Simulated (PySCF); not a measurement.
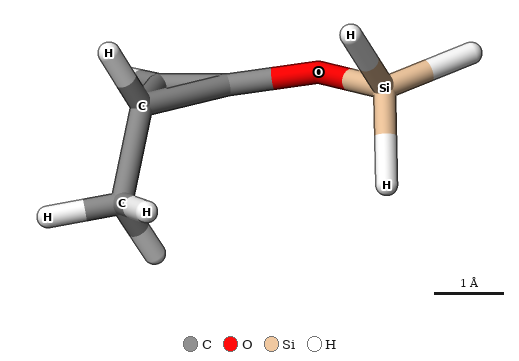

The input geometry (stick view, seen at a tilt). Bond lengths as drawn: C–C 1.26 to 1.52 Å, C–H 1.07 to 1.12 Å, C–O 1.35 Å, H–Si 1.45 to 1.47 Å and O–Si 1.64 Å.

## Run report: C$_{4}$H$_{8}$OSi, geometry relaxation

C$_{4}$H$_{8}$OSi, computed with PBE0-D3(BJ)/def2-SVP geometry optimisation, gas phase (PySCF 2.14.0).

Log:
```
step   0  E = -521.22876150  max force = 0.071129
step   1  E = -521.23572057  max force = 0.020780
step   2  E = -521.23696250  max force = 0.007046
step   3  E = -521.23754089  max force = 0.007726
step   4  E = -521.23773824  max force = 0.004919
step   5  E = -521.23791023  max force = 0.001397
step   6  E = -521.23795850  max force = 0.000918
step   7  E = -521.23799664  max force = 0.000919
step   8  E = -521.23802260  max force = 0.000681
step   9  E = -521.23804352  max force = 0.000598
step  10  E = -521.23805260  max force = 0.000299
optimisation converged
```

Trajectory as extended XYZ (Å, eV, eV/Å), 11 frames, from step=0 to step=10:
```
14
Properties=species:S:1:pos:R:3:forces:R:3 step=0 energy=-14183.35703
C     1.6070    1.0629   -0.1458   -1.1751   1.1878   0.5142
C     0.6869    0.3476    0.8248    0.5856   0.2465  -0.4401
C     0.9161   -1.1081    1.1548    2.1444  -1.0325   1.7500
C    -0.0488   -0.8464    0.3928   -3.6576   0.4019  -2.3235
O    -1.1141   -1.2596   -0.3236    2.0044  -0.6615   1.5899
Si   -2.1268   -0.4451   -1.3214   -0.5107  -0.0524  -0.0646
H     2.4319    1.5532    0.3695    0.3941   0.1308   0.2023
H     1.9994    0.4050   -0.8969    0.3281  -0.6440  -0.6518
H     1.0264    1.8753   -0.6451    0.3383  -0.2659   0.0063
H     0.2690    0.9996    1.6039   -0.1260   0.1188   0.1314
H     1.5499   -1.7936    1.6908    0.1964  -0.1934   0.1964
H    -2.7455    0.6745   -0.6176   -0.3736   0.4909   0.2397
H    -3.0626   -1.5311   -1.6296   -0.4743  -0.0224  -0.3553
H    -1.3959    0.0506   -2.4694    0.3259   0.2954  -0.7950
14
Properties=species:S:1:pos:R:3:forces:R:3 step=1 energy=-14183.54640
C     1.8517    1.7038    0.0799    0.0784  -0.0868  -0.2407
C     0.9000    0.9088    0.9478    0.0387   0.2912   0.1155
C     1.2062   -0.5473    1.2955   -0.7246   0.2657   0.0064
C     0.2247   -0.3138    0.4660    1.0685  -0.8078   0.1370
O    -0.6004   -0.8760   -0.3983   -0.6239   0.2089  -0.2070
Si   -1.6238   -0.0406   -1.4638    0.0180   0.0185   0.0019
H     2.6661    2.1546    0.6697   -0.0127  -0.0264   0.0430
H     2.3072    1.0510   -0.6905   -0.0393   0.1247   0.1604
H     1.3390    2.5256   -0.4428   -0.0544   0.0702  -0.0220
H     0.3764    1.5310    1.7008    0.0236  -0.0044  -0.0535
H     1.8208   -1.1919    1.9142    0.0877  -0.0130  -0.0877
H    -2.2588    1.1144   -0.7646    0.0482  -0.0088   0.0053
H    -2.6637   -1.0122   -1.8991    0.0859  -0.0244   0.0579
H    -0.8530    0.4373   -2.6518    0.0060  -0.0075   0.0836
14
Properties=species:S:1:pos:R:3:forces:R:3 step=2 energy=-14183.58020
C     1.8272    1.7088    0.0520    0.0909  -0.1899  -0.0496
C     0.9049    0.8787    0.9224   -0.2439   0.1575   0.1204
C     1.1966   -0.5714    1.3164   -0.0640   0.1640   0.1569
C     0.2447   -0.3681    0.4590    0.3623  -0.1859  -0.3531
O    -0.6087   -0.9045   -0.4015   -0.2319   0.0724   0.1416
Si   -1.6003   -0.0183   -1.4484    0.0341   0.0308   0.0138
H     2.6187    2.1856    0.6528   -0.0009   0.0049   0.0051
H     2.3138    1.0803   -0.7115    0.0298   0.0214   0.0060
H     1.2832    2.5148   -0.4696   -0.0282  -0.0401   0.0401
H     0.3655    1.5033    1.6595   -0.0506  -0.0036  -0.0121
H     1.7995   -1.1979    1.9647    0.0783  -0.0337  -0.0805
H    -2.1859    1.1476   -0.7273    0.0082   0.0016  -0.0046
H    -2.6609   -0.9617   -1.8842    0.0126  -0.0166   0.0062
H    -0.8063    0.4474   -2.6214    0.0033   0.0171   0.0097
14
Properties=species:S:1:pos:R:3:forces:R:3 step=3 energy=-14183.59593
C     1.8148    1.6836    0.0388   -0.0654   0.1188   0.0858
C     0.8744    0.8748    0.9078   -0.0322  -0.1103  -0.0324
C     1.2047   -0.5609    1.3153   -0.0214  -0.0294   0.2726
C     0.2607   -0.3968    0.4442    0.0221   0.0810  -0.3973
O    -0.6082   -0.9214   -0.4102    0.0173  -0.0784   0.2771
Si   -1.5860    0.0054   -1.4295    0.0172   0.0385  -0.0159
H     2.5776    2.1895    0.6529    0.0025   0.0316  -0.0173
H     2.3384    1.0469   -0.6885    0.0072  -0.0651  -0.0322
H     1.2682    2.4644   -0.5174    0.0441   0.0002  -0.0057
H     0.3031    1.4966    1.6228    0.0170   0.0049  -0.0116
H     1.8265   -1.1649    1.9682    0.0413  -0.0272  -0.0615
H    -2.1553    1.1565   -0.6744   -0.0199   0.0058  -0.0052
H    -2.6461   -0.9265   -1.8853   -0.0302   0.0019  -0.0260
H    -0.7807    0.4973   -2.5817    0.0005   0.0278  -0.0304
14
Properties=species:S:1:pos:R:3:forces:R:3 step=4 energy=-14183.60130
C     1.8086    1.6839    0.0365   -0.0290   0.0432   0.0440
C     0.8704    0.8669    0.9008    0.0022  -0.0685   0.0076
C     1.2067   -0.5665    1.3155   -0.0277  -0.0187   0.1704
C     0.2646   -0.4085    0.4399    0.0552   0.1219  -0.2530
O    -0.6188   -0.9313   -0.3977   -0.0237  -0.0997   0.1619
Si   -1.5787    0.0115   -1.4221   -0.0039   0.0366  -0.0436
H     2.5634    2.2016    0.6512   -0.0052   0.0046  -0.0054
H     2.3415    1.0453   -0.6840    0.0062  -0.0251  -0.0193
H     1.2616    2.4581   -0.5277    0.0138   0.0011  -0.0158
H     0.2935    1.4868    1.6121    0.0051   0.0086   0.0132
H     1.8322   -1.1688    1.9667    0.0244  -0.0144  -0.0463
H    -2.1374    1.1703   -0.6702   -0.0128  -0.0042   0.0024
H    -2.6517   -0.9030   -1.8867   -0.0057   0.0067  -0.0111
H    -0.7638    0.4985   -2.5715    0.0012   0.0078  -0.0049
14
Properties=species:S:1:pos:R:3:forces:R:3 step=5 energy=-14183.60598
C     1.7953    1.6814    0.0313    0.0340  -0.0108   0.0054
C     0.8686    0.8579    0.9021    0.0163  -0.0014   0.0053
C     1.2084   -0.5750    1.3167   -0.0456  -0.0094  -0.0311
C     0.2673   -0.4168    0.4373    0.0527   0.0718   0.0314
O    -0.6424   -0.9384   -0.3705   -0.0559  -0.0593   0.0047
Si   -1.5672    0.0235   -1.4151   -0.0029   0.0135  -0.0367
H     2.5490    2.2092    0.6385    0.0021  -0.0064   0.0018
H     2.3291    1.0392   -0.6879   -0.0020   0.0202   0.0104
H     1.2443    2.4490   -0.5376   -0.0163  -0.0083  -0.0057
H     0.2944    1.4748    1.6189   -0.0030   0.0030   0.0019
H     1.8409   -1.1826    1.9560    0.0100   0.0011  -0.0134
H    -2.1208    1.1919   -0.6743   -0.0044  -0.0085   0.0077
H    -2.6502   -0.8685   -1.9020    0.0116   0.0012   0.0028
H    -0.7244    0.4991   -2.5504    0.0034  -0.0066   0.0154
14
Properties=species:S:1:pos:R:3:forces:R:3 step=6 energy=-14183.60730
C     1.8005    1.6825    0.0339    0.0088  -0.0290  -0.0278
C     0.8710    0.8569    0.9002    0.0226   0.0219   0.0284
C     1.2064   -0.5779    1.3109   -0.0232  -0.0085  -0.0472
C     0.2614   -0.4148    0.4368    0.0242   0.0366   0.0387
O    -0.6619   -0.9375   -0.3560   -0.0348  -0.0153  -0.0202
Si   -1.5720    0.0250   -1.4145    0.0103  -0.0038  -0.0109
H     2.5532    2.2089    0.6433   -0.0064  -0.0106   0.0085
H     2.3355    1.0423   -0.6860    0.0005   0.0159   0.0071
H     1.2498    2.4506   -0.5350   -0.0095  -0.0047  -0.0021
H     0.3017    1.4744    1.6207   -0.0011  -0.0012   0.0074
H     1.8422   -1.1907    1.9416    0.0023   0.0051   0.0029
H    -2.1322    1.1953   -0.6817   -0.0037  -0.0042   0.0036
H    -2.6509   -0.8654   -1.9123    0.0074  -0.0016   0.0016
H    -0.7126    0.4951   -2.5391    0.0026  -0.0007   0.0102
14
Properties=species:S:1:pos:R:3:forces:R:3 step=7 energy=-14183.60834
C     1.8012    1.6788    0.0314    0.0017  -0.0115  -0.0157
C     0.8746    0.8575    0.9045    0.0086   0.0163   0.0048
C     1.2037   -0.5800    1.3090    0.0104  -0.0086  -0.0418
C     0.2544   -0.4095    0.4417   -0.0208  -0.0151   0.0473
O    -0.6785   -0.9322   -0.3413   -0.0110   0.0211  -0.0228
Si   -1.5735    0.0293   -1.4140    0.0148  -0.0140   0.0072
H     2.5591    2.2018    0.6371   -0.0017   0.0007   0.0024
H     2.3297    1.0381   -0.6923    0.0012   0.0028   0.0046
H     1.2484    2.4482   -0.5338   -0.0018   0.0001   0.0024
H     0.3151    1.4770    1.6312    0.0000  -0.0030  -0.0001
H     1.8433   -1.1985    1.9305   -0.0026   0.0068   0.0094
H    -2.1522    1.1950   -0.6882   -0.0028  -0.0001  -0.0009
H    -2.6392   -0.8650   -1.9322    0.0028  -0.0013  -0.0005
H    -0.6941    0.5041   -2.5206    0.0010   0.0058   0.0036
14
Properties=species:S:1:pos:R:3:forces:R:3 step=8 energy=-14183.60904
C     1.8027    1.6736    0.0274   -0.0094   0.0038  -0.0023
C     0.8773    0.8582    0.9070    0.0011   0.0047  -0.0108
C     1.2013   -0.5813    1.3085    0.0259  -0.0036  -0.0166
C     0.2470   -0.4058    0.4482   -0.0350  -0.0341   0.0229
O    -0.6908   -0.9270   -0.3306    0.0075   0.0286  -0.0073
Si   -1.5751    0.0337   -1.4121    0.0106  -0.0094   0.0101
H     2.5651    2.1946    0.6291   -0.0002   0.0054  -0.0012
H     2.3258    1.0306   -0.6977    0.0016  -0.0068  -0.0007
H     1.2492    2.4437   -0.5362    0.0048   0.0023   0.0019
H     0.3259    1.4809    1.6370    0.0023  -0.0034  -0.0001
H     1.8439   -1.2020    1.9244   -0.0053   0.0036   0.0102
H    -2.1773    1.1893   -0.6893   -0.0026   0.0018  -0.0025
H    -2.6233   -0.8670   -1.9539   -0.0014  -0.0008  -0.0025
H    -0.6796    0.5231   -2.4990    0.0001   0.0079  -0.0010
14
Properties=species:S:1:pos:R:3:forces:R:3 step=9 energy=-14183.60961
C     1.8031    1.6659    0.0202   -0.0097   0.0118   0.0099
C     0.8794    0.8577    0.9082   -0.0052  -0.0042  -0.0193
C     1.1990   -0.5826    1.3104    0.0268   0.0031   0.0023
C     0.2400   -0.4043    0.4562   -0.0275  -0.0308   0.0024
O    -0.7009   -0.9225   -0.3211    0.0159   0.0165   0.0068
Si   -1.5752    0.0405   -1.4078    0.0005   0.0019   0.0035
H     2.5697    2.1873    0.6163    0.0012   0.0054  -0.0033
H     2.3209    1.0180   -0.7042    0.0009  -0.0088  -0.0035
H     1.2492    2.4353   -0.5439    0.0059   0.0017  -0.0004
H     0.3352    1.4848    1.6398    0.0033  -0.0022   0.0009
H     1.8438   -1.2036    1.9238   -0.0070  -0.0010   0.0074
H    -2.2067    1.1801   -0.6844   -0.0019   0.0014  -0.0016
H    -2.6011   -0.8667   -1.9805   -0.0029   0.0001  -0.0027
H    -0.6643    0.5548   -2.4701   -0.0003   0.0050  -0.0024
14
Properties=species:S:1:pos:R:3:forces:R:3 step=10 energy=-14183.60986
C     1.8039    1.6604    0.0148   -0.0040   0.0076   0.0091
C     0.8800    0.8566    0.9067   -0.0053  -0.0044  -0.0117
C     1.1978   -0.5831    1.3130    0.0154   0.0054   0.0055
C     0.2374   -0.4055    0.4598   -0.0094  -0.0116  -0.0078
O    -0.7033   -0.9214   -0.3188    0.0108  -0.0004   0.0100
Si   -1.5753    0.0454   -1.4038   -0.0048   0.0083  -0.0022
H     2.5714    2.1840    0.6079    0.0009   0.0019  -0.0020
H     2.3206    1.0086   -0.7070    0.0002  -0.0043  -0.0027
H     1.2508    2.4282   -0.5523    0.0028  -0.0001  -0.0017
H     0.3379    1.4868    1.6371    0.0027  -0.0007   0.0018
H     1.8419   -1.2027    1.9283   -0.0063  -0.0034   0.0040
H    -2.2251    1.1716   -0.6754   -0.0011   0.0000   0.0002
H    -2.5872   -0.8647   -1.9966   -0.0016   0.0005  -0.0012
H    -0.6587    0.5805   -2.4509   -0.0003   0.0011  -0.0012
```

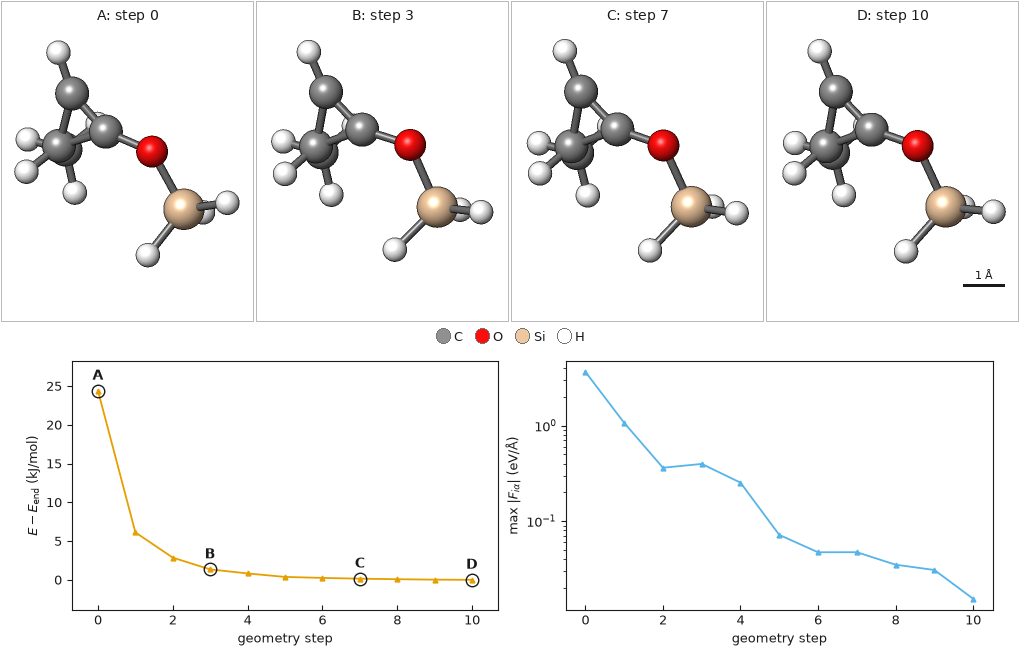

Frames of the relaxation (ball-and-stick view, seen at a tilt) above the curves, on which the letters mark them (steps are counted from 0).

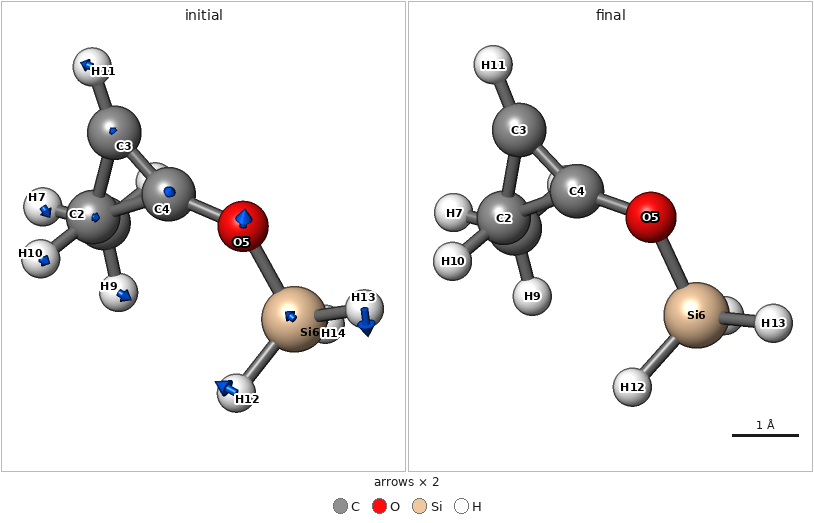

Before (left) and after (right) the relaxation, at one scale (ball-and-stick view, seen at a tilt). The blue arrows give the displacements, magnified 2 times. H13 moves most after the best rigid fit: 0.25 Å. Largest moves by element: H 0.25 Å, O 0.18 Å, C 0.11 Å, Si 0.10 Å. Among the contacts that change: O5–Si6 1.638 → 1.695 Å, Si6–H14 1.448 → 1.491 Å, C3–C4 1.257 → 1.297 Å, Si6–H12 1.460 → 1.490 Å. Among the angles that change: C4–O5–Si6 131.3° → 121.3°, O5–Si6–H13 98.9° → 104.9°, C2–C1–H9 108.3° → 111.5°. After 10 geometry steps the energy has fallen by 24.4 kJ/mol. Largest force component: 3.7 eV/Å at the start, 0.015 eV/Å at the end. (Atoms are counted from 1 in the order of the input.)

The run was set up as follows.

The input:
```
{"job": {"xc": "PBE0", "basis": "def2-SVP", "d3": "d3bj", "grid": 1, "shake": 0.01, "kind": "geom"}, "charge": 0, "multiplicity": 1}
C      1.606950     1.062940    -0.145760
C      0.686900     0.347560     0.824790
C      0.916090    -1.108060     1.154760
C     -0.048850    -0.846360     0.392840
O     -1.114120    -1.259570    -0.323590
Si    -2.126820    -0.445140    -1.321350
H      2.431880     1.553220     0.369490
H      1.999440     0.404980    -0.896930
H      1.026410     1.875340    -0.645100
H      0.269000     0.999580     1.603900
H      1.549940    -1.793620     1.690830
H     -2.745460     0.674510    -0.617610
H     -3.062610    -1.531090    -1.629610
H     -1.395910     0.050640    -2.469410
```

The first line tells a small driver script what to run in PySCF; the rest is the geometry in Å.

Launched with:
```bash
OMP_NUM_THREADS=1 python <driver script> task.json out
```

Key numbers:

```json
{"quantity": "outcome", "value": "converged"}
{"quantity": "total energy", "value": "−521.238053 hartree"}
{"quantity": "dipole moment", "value": "1.14 D"}
{"quantity": "point group", "value": "C1"}
{"quantity": "hardware", "value": "1 CPU thread, shared host"}
{"quantity": "wall time", "value": "74 s"}
{"quantity": "peak memory", "value": "0.51 GiB"}
```
